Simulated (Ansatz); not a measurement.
```xyz
10

Si   -1.0589   -0.0387   -0.7909
Si    0.3104   -1.1667    0.7330
H    -1.2592   -0.8159   -2.0402
H    -0.5377    1.3036   -1.1587
Cl   -2.9120    0.2486    0.0742
H     1.3410    2.6729   -0.2238
Cl    2.3530    2.0468    0.2474
H     0.4479   -0.3687    1.9770
H    -0.3321   -2.4700    1.0492
H     1.6475   -1.4120    0.1326
```

The reactant side of a reaction path; geometry: PBE0-D4/def2-TZVP.

All numbers below come from RKS PBE0-D4/def2-TZVPP in Ansatz 0.2.0.

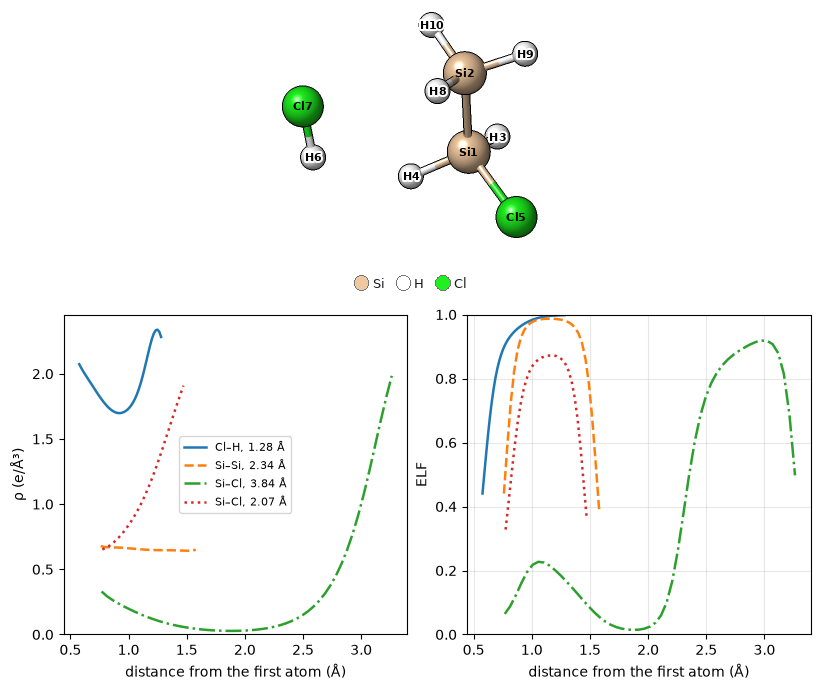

ClH5Si2···HCl. Total electron density and ELF along straight lines between neighbouring atoms. The curves leave out the atomic cores. The structure is drawn too.

> What can be read from the curves?

Cl–H (1.28 Å): ρ is about 2 e/Å³ halfway; the ELF climbs to about 1 towards the hydrogen, as it does in any bond to H.
Si–Si (2.34 Å): ρ at the midpoint is about 0.65 e/Å³; the ELF peaks at about 1 between the atoms, as expected for a shared electron pair.
Si2···Cl7 (3.84 Å): the density falls to about 0.03 e/Å³ on the way; the ELF dips to about 0 between them; a non-bonded, intermolecular contact.
Si–Cl (2.07 Å): ρ is about 0.88 e/Å³ halfway; the ELF peaks at about 0.85 between the atoms: a shared but strongly polarised pair.
